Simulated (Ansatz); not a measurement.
```
atom    x (Å)    y (Å)    z (Å)
   B  -0.1229  -0.0077   0.0495
   F  -0.7381  -0.0579   1.2211
   H   1.0807   0.0208   0.0332
   H  -0.8267   0.0047  -0.9303
   F   0.6069   0.0402   3.0165
```

Computed with Ansatz 0.2.0, UKS B3LYP-D4/def2-SVP.

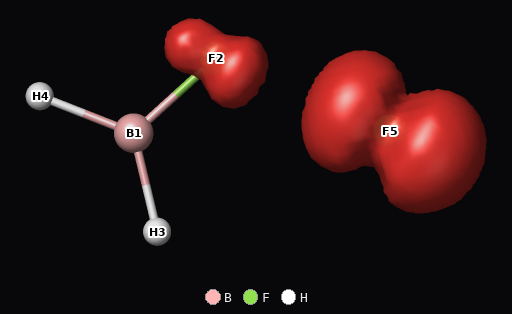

BFH$_{2}$···F (doublet). Isosurface of the spin density (α minus β) at +0.03 e/Å³ (red), seen at a tilt.

Describe the spin distribution.

Answer. The unpaired spin (1 electron) lies mostly on F5 (about 0.9), in electrons by Hirshfeld's partition.
